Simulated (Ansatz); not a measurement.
The starting structures come from a database of crystals and need not be the phases stable at ambient conditions.

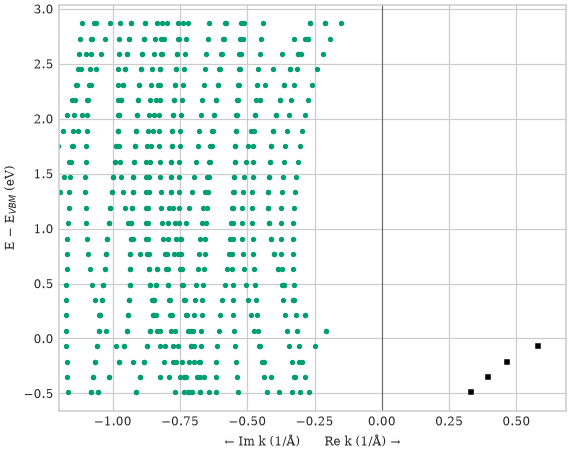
Figure: Complex bands at the centre of the two-dimensional zone; r2SCAN run with Ansatz (a quantum-chemistry and plane-wave program)

The gap is the functional's own. No spin-orbit coupling. Mid-gap values are interpolated on the energy grid.

Task: This is K₂TeCl₆ (Fm-3m, not sure to be the ambient phase, 9 atoms a cell, 28.8 Å³ an atom) along the normal of (110). Read off the slowest decay at the centre of the two-dimensional zone at 1.33 eV, the computed energy nearest the middle of the gap.

Result: κ ≈ 0.32 1/Å, a decay length 1/(2κ) of the density of 1.6 Å.
